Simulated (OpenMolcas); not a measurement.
**Run report: BNH$_{2}$ (charge +1), single-point calculation**

System: BNH$_{2}$, charge +1, multiplicity 2.
Method: M06-2X/STO-3G, UKS (OpenMolcas 26.06).

The geometry is that of the parent species in another charge or spin state. The geometry comes from this level: GFN2-xTB.

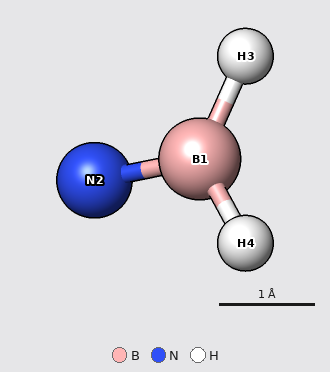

The structure (ball-and-stick view, seen at a tilt; atoms are numbered from 1 in the order of the input).

Summary:

| quantity | value |
| --- | --- |
| outcome | converged |
| total energy | −79.247521 hartree |
| basis functions | 12 |
| ⟨S²⟩ | 0.791 |
| hardware | 1 thread of Arm Neoverse V1, 24 GiB of memory available, shared host |
| wall time | 8.1 s |
| peak memory | 0.37 GiB |

Input file:
```
&GATEWAY
  BasLib
  $CurrDir
  Coord
  geom.xyz
  Basis
  STO-3G
  Group
  NoSym

&SEWARD
  GridInput
  Grid=UltraFine
  End of Grid

&SCF
  UHF
  Charge
  1
  Spin
  2
  KSDFT
  M062X
  Thresholds
  1e-10 1e-07 1e-07 1e-05
  PrOrbitals
  1 1
```

File geom.xyz:
```
4

B     -0.035750     0.006580    -0.023930
N      1.041780    -0.191660     0.697680
H     -1.056920    -0.473990     0.334600
H      0.050890     0.659060    -1.008340
```

Launch command:
```bash
export MOLCAS_MEM=1860
pymolcas calc.input > calc.log
```

Log:
```
--- Start Module: gateway ---

                                              &GATEWAY

                       available to each process: 1.9 GB of memory, 1 thread

 Basis Set     1 Label: B.STO-3G
 Basis set is read from library:.
 basistype.tbl is not found

 Basis Set     2 Label: N.STO-3G
 Basis set is read from library:.
 basistype.tbl is not found

 Basis Set     3 Label: H.STO-3G
 Basis set is read from library:.
 basistype.tbl is not found

++    Symmetry information:
      ---------------------

                    Character Table for C1

                             E
                    a        1  x, y, xy, Rz, z, xz, Ry, yz, Rx, I
--

++    Basis set information:
      ----------------------

      Basis set label: B.STO-3G.........

      Electronic valence basis set:
      ------------------
      Associated Effective Charge   5.000000 au
      Associated Actual Charge      5.000000 au
      Nuclear Model: Point charge

      Shell  nPrim  nBasis  Cartesian Spherical Contaminant
         s       6       2        X
         p       3       1        X

      Basis set label: N.STO-3G.........

      Electronic valence basis set:
      ------------------
      Associated Effective Charge   7.000000 au
      Associated Actual Charge      7.000000 au
      Nuclear Model: Point charge

      Shell  nPrim  nBasis  Cartesian Spherical Contaminant
         s       6       2        X
         p       3       1        X

      Basis set label: H.STO-3G.........

      Electronic valence basis set:
      ------------------
      Associated Effective Charge   1.000000 au
      Associated Actual Charge      1.000000 au
      Nuclear Model: Point charge

      Shell  nPrim  nBasis  Cartesian Spherical Contaminant
         s       3       1        X
--

++    Molecular structure info:
      -------------------------

                    ************************************************
                    **** Cartesian Coordinates / bohr, angstrom ****
                    ************************************************

     Center  Label                x              y              z                     x              y              z
        1      B1              -0.067558       0.012434      -0.045221             -0.035750       0.006580      -0.023930
        2      N2               1.968679      -0.362185       1.318424              1.041780      -0.191660       0.697680
        3      H3              -1.997289      -0.895711       0.632302             -1.056920      -0.473990       0.334600
        4      H4               0.096168       1.245443      -1.905486              0.050890       0.659060      -1.008340

                    ***************************************
                    *    InterNuclear Distances / bohr    *
                    ***************************************

               1 B1            2 N2            3 H3            4 H4
    1 B1       0.000000
    2 N2       2.479138        0.000000
    3 H3       2.237774        4.060088        0.000000
    4 H4       2.237790        4.060094        3.925236        0.000000

                    *******************************************
                    *    InterNuclear Distances / angstrom    *
                    *******************************************

               1 B1            2 N2            3 H3            4 H4
    1 B1       0.000000
    2 N2       1.311904        0.000000
    3 H3       1.184179        2.148506        0.000000
    4 H4       1.184187        2.148509        2.077145        0.000000

                    **************************************
                    *    Valence Bond Angles / degree    *
                    **************************************
                          Atom centers                 Phi
                      2 N2       1 B1       3 H3       118.71
                      2 N2       1 B1       4 H4       118.71
                      3 H3       1 B1       4 H4       122.57
--

            Nuclear Potential Energy             22.28947900 au

--- Stop Module: gateway /rc=_RC_ALL_IS_WELL_ ---

--- Start Module: seward ---

                                              &SEWARD

                       available to each process: 1.9 GB of memory, 1 thread

               SEWARD will generate:
                  Multipole Moment integrals up to order  2
                  Kinetic Energy integrals
                  Nuclear Attraction integrals (point charge)
                  One-Electron Hamiltonian integrals
                  Velocity integrals
                  Orbital angular momentum around (  0.9216  -0.1695   0.6172 )
                  Velocity quadrupole around (  0.9216  -0.1695   0.6172 )
                  Two-Electron Repulsion integrals

                   Integrals are discarded if absolute value <: 1.00E-14
                   Integral cutoff threshold is set to       <: 1.00E-16

            Nuclear Potential Energy             22.28947900 au

      Basis set specifications :
      Symmetry species         a
      Basis functions           12

--- Stop Module: seward /rc=_RC_ALL_IS_WELL_ ---

--- Start Module: scf ---

                                                &SCF

                       available to each process: 1.9 GB of memory, 1 thread

++    Input section:
      --------------

      Header of the integral files:

      Cartesian coordinates in angstrom:
      -----------------------------------------------------
      No.  Label        X            Y            Z
      -----------------------------------------------------
       1   B1        -0.03575000   0.00658000  -0.02393000
       2   N2         1.04178000  -0.19166000   0.69768000
       3   H3        -1.05692000  -0.47399000   0.33460000
       4   H4         0.05089000   0.65906000  -1.00834000
      -----------------------------------------------------
      Nuclear repulsion energy =   22.28947900
--

++    Orbital specifications:
      -----------------------

      Symmetry species               1
                                     a
      Frozen orbitals                0
      Start temperature = 0.500
      End temperature   = 0.010
      Temperature Factor= 0.460
      Deleted orbitals               0
      Total number of orbitals      12
      Number of basis functions     12
--

      Molecular charge                           1.000

      Numerical integration parameters
      --------------------------------
      Radial quadrature type:                         MHL
      Size of radial grid:                            99
      Lebedev angular grid:                           41
      Angular grid pruned with the crowding factor:  1.00E+10
                                 and fading factor:  1.00E+01
      Screening threshold for integral computation:   1.00E-11
      Radial quadrature accuracy:                     1.00E-25
      Maximum batch size:                             128
      AO values are stored on disk
      The same grid will be used for all iterations.

      DFT functional specifications
      -----------------------------
      Using Libxc version: 6.2.2
      Please cite the following reference:
      S. Lehtola, C. Steigemann, M. J.T. Oliveira, and M. A.L. Marques.,  SoftwareX 7, 1–5 (2018) doi:10.1016/j.softx.2017.11.002

      * Minnesota M06-2X hybrid exchange functional
        - Y. Zhao and D. G. Truhlar.,  Theor. Chem. Acc. 120, 215 (2008) doi:10.1007/s00214-007-0310-x
      * Minnesota M06-2X correlation functional
        - Y. Zhao and D. G. Truhlar.,  Theor. Chem. Acc. 120, 215 (2008) doi:10.1007/s00214-007-0310-x

++    Optimization specifications:
      ----------------------------

      SCF Algorithm: Conventional USCF
      D(i)-D(i-1) density differences are used
      Number of density matrices in core                 5
      Maximum number of NDDO SCF iterations            400
      Maximum number of HF SCF iterations              400
      Threshold for SCF energy change             1.00E-10
      Threshold for density matrix                1.00E-07
      Threshold for Fock matrix                   1.00E-07
      Threshold for linear dependence             1.00E-09
      Threshold at which DIIS is turned on        1.50E-01
      Maximum depth in the DIIS procedure                5
      Maximum depth in the BFGS Hessian update          30
      Threshold at which QNR/C2DIIS is turned on  7.50E-02
      Threshold for Norm(delta) (QNR/C2DIIS)      1.00E-05
      All orbitals punched on: UHFORB
--

      Input vectors read from INPORB
      Orbital file label: *Guess orbitals

++ Convergence information
                               UHF M062X      iterations: Energy and convergence statistics

Iter     Tot. M062X      One-elec.       Two-elec.     Energy      Max Dij or  Max Fij      DNorm      TNorm      AccCon     Time
         Energy          Energy          Energy        Change      Delta Norm                                                in Sec.
   1   -76.659345447  -148.770796450    49.821972004   0.00E+00    1.16E-01*   1.74E-01*    5.84E+00   2.64E+01   None         0.
   2   -78.132229977  -152.236544913    51.814835937  -1.47E+00*   5.05E-01*   2.76E-01*    4.09E+00   2.68E+01   EDIIS        0.
   3   -78.046332692  -147.903750300    47.567938609   8.59E-02*   2.64E-01*   2.29E-01*    2.21E+00   2.57E+01   EDIIS        0.
   4   -78.872725437  -152.181958718    51.019754282  -8.26E-01*   4.03E-01*   1.51E-01*    1.59E+00   2.67E+01   EDIIS        0.
   5   -79.024625007  -149.666077701    48.351973695  -1.52E-01*   3.19E-01*   1.32E-01*    1.25E+00   2.60E+01   EDIIS        0.
   6   -79.209509218  -151.382827709    49.883839492  -1.85E-01*   4.26E-01*   1.05E-01*    1.15E+00   2.64E+01   EDIIS        0.
   7   -79.212571138  -150.305499089    48.803448952  -3.06E-03*   7.83E-02*   7.84E-02*    8.60E-01   2.61E+01   EDIIS        0.

       Fermi aufbau procedure completed!
      nOcc(alpha)=    7
      nOcc(beta) =    6

   8   -79.246814232  -150.907150536    49.370857305  -3.42E-02*   3.86E-02*   1.00E-02*    1.57E-01   2.63E+01   c2DIIS       0.
   9   -79.247286703  -150.860946499    49.324180797  -4.72E-04*   2.78E-02*   4.09E-03*    5.60E-02   2.63E+01   QNRc2DIIS    0.
  10   -79.247403483  -150.876264405    49.339381923  -1.17E-04*   5.64E-02*   3.83E-03*    3.27E-02   2.63E+01   QNRc2DIIS    0.
  11   -79.247500483  -150.865290986    49.328311503  -9.70E-05*   9.58E-03*   1.46E-03*    6.35E-02   2.63E+01   QNRc2DIIS    0.
  12   -79.247515291  -150.869739526    49.332745236  -1.48E-05*   1.14E-02*   9.93E-04*    1.22E-02   2.63E+01   QNRc2DIIS    0.
  13   -79.247521047  -150.869665054    49.332665008  -5.76E-06*   8.23E-04*   7.87E-05*    1.44E-02   2.63E+01   QNRc2DIIS    0.
  14   -79.247521088  -150.869634954    49.332634867  -4.09E-08*   1.74E-04*   1.32E-05*    1.26E-03   2.63E+01   QNRc2DIIS    0.
  15   -79.247521089  -150.869606946    49.332606858  -1.07E-09*   9.79E-06    1.90E-06*    1.97E-04   2.63E+01   QNRc2DIIS    0.
  16   -79.247521089  -150.869616480    49.332616392  -2.16E-11    3.51E-06    5.22E-07*    1.69E-05   2.63E+01   QNRc2DIIS    0.
  17   -79.247521089  -150.869615196    49.332615108  -1.58E-12    7.38E-07    1.05E-07*    5.79E-06   2.63E+01   QNRc2DIIS    0.
  18   -79.247521089  -150.869615542    49.332615454  -9.95E-14    1.96E-07    5.15E-08     1.24E-06   2.63E+01   QNRc2DIIS    0.

       Convergence after  18 Iterations
--

 *****************************************************************************************************************************
 *                                             SCF/KS-DFT Program, Final results                                             *
 *                                                       Final Results                                                       *
 *****************************************************************************************************************************

::    Total KS-DFT energy                             -79.2475210892
      One-electron energy                            -150.8696155420
      Two-electron energy                              49.3326154537
      Nuclear repulsion energy                         22.2894789991
      Kinetic energy (interpolated)                    77.9305810398
      Virial theorem                                    1.0168988866
      Total spin, S(S+1)                                0.7911075097
      Total spin, S                                     0.5203467596
      Max non-diagonal density matrix element           0.0000001866
      Max non-diagonal Fock matrix element              0.0000000261

      All orbitals with orbital energies smaller than  E(LUMO)+0.5 are printed

++    Molecular orbitals:
      -------------------

      Title: UKS-DFT orbitals (alpha)

      Molecular orbitals for symmetry species 1: a

          Orbital            1         2         3         4         5         6         7         8         9
          Energy          -15.1555   -7.3148   -1.3582   -0.8648   -0.8046   -0.7902   -0.7600   -0.4613   -0.2388
          Occ. No.          1.0000    1.0000    1.0000    1.0000    1.0000    1.0000    1.0000    0.0000    0.0000

--

      All orbitals with orbital energies smaller than  E(LUMO)+0.5 are printed

++    Molecular orbitals:
      -------------------

      Title: UKS-DFT orbitals (beta)

      Molecular orbitals for symmetry species 1: a

          Orbital            1         2         3         4         5         6         7         8         9
          Energy          -15.1510   -7.3147   -1.2848   -0.8610   -0.7971   -0.7351   -0.4626   -0.4089   -0.1614
          Occ. No.          1.0000    1.0000    1.0000    1.0000    1.0000    1.0000    0.0000    0.0000    0.0000

--

++    Molecular charges:
      ------------------

      Mulliken charges per centre and basis function type
      ---------------------------------------------------

                            B1                      N2                      H3                      H4
                     alpha        beta       alpha        beta       alpha        beta       alpha        beta
      1s           1.4672      1.4441      1.9639      1.9500      0.3551      0.4304      0.3551      0.4304
      2px          0.3551      0.3695      0.6477      0.5613      0.0000      0.0000      0.0000      0.0000
      2pz          0.3324      0.3072      0.5957      0.2937      0.0000      0.0000      0.0000      0.0000
      2py          0.2565      0.1528      0.6712      0.0606      0.0000      0.0000      0.0000      0.0000
      Total        2.4112      2.2737      3.8786      2.8655      0.3551      0.4304      0.3551      0.4304
      Total              4.6849                  6.7441                  0.7855                  0.7855

      Charge            0.3151                  0.2559                  0.2145                  0.2145

      Total electronic charge=   13.000000

      Total            charge=    1.000000
--

++    Molecular orbitals:
      -------------------

      Title: Natural orbitals

      Molecular orbitals for symmetry species 1: a

          Orbital            1         2         3         4         5         6         7         8         9        10
          Energy          -15.1515   -7.3146   -0.7914   -1.2976   -0.8446   -0.7971   -0.6208   -0.4386    0.1866    0.2516
          Occ. No.          2.0000    2.0000    2.0000    1.9999    1.9997    1.9797    1.0000    0.0203    0.0003    0.0001

          Orbital           11        12
          Energy           -0.2057    0.2636
          Occ. No.          0.0000    0.0000

--

++    Molecular properties:
      ---------------------

      Charge (e):
                      =    1.0000
      Dipole Moment (debye):
      Origin of the operator (angstrom)=    0.4877   -0.0897    0.3266
                   X= -1.8176E+00               Y=  3.3444E-01               Z= -1.2173E+00           Total=  2.2130E+00
      Center of Charge (angstrom)
                     X=    0.10924266               Y=   -0.02008905               Z=    0.07316605
      Quadrupole Moment (debye*angstrom):
      Origin of the operator (angstrom)=    0.4877   -0.0897    0.3266
                  XX= -8.1956E+00              XY=  3.5480E-01              XZ= -1.2600E-01              YY= -8.8041E+00
                  YZ= -6.5587E-01              ZZ= -8.3372E+00
      In traceless form (debye*angstrom)
                  XX=  3.7507E-01              XY=  5.3220E-01              XZ= -1.8901E-01              YY= -5.3777E-01
                  YZ= -9.8380E-01              ZZ=  1.6270E-01
--

--- Stop Module: scf /rc=_RC_ALL_IS_WELL_ ---
--- Module scf spent 6 seconds ---

.##################.
.# Happy landing! #.
.##################.

    Timing: Wall=7.89 User=6.55 System=1.32
```

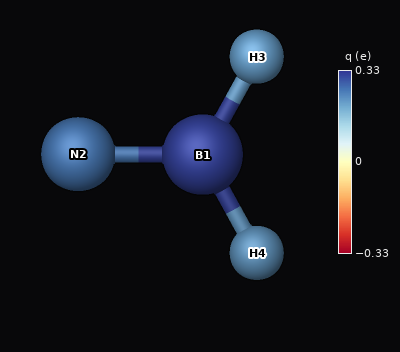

Mulliken charges, as the colour of each atom (ball-and-stick view, seen on its broad side; atoms are numbered from 1 in the order of the input). By element: B +0.32, N +0.26 and H +0.21 e.
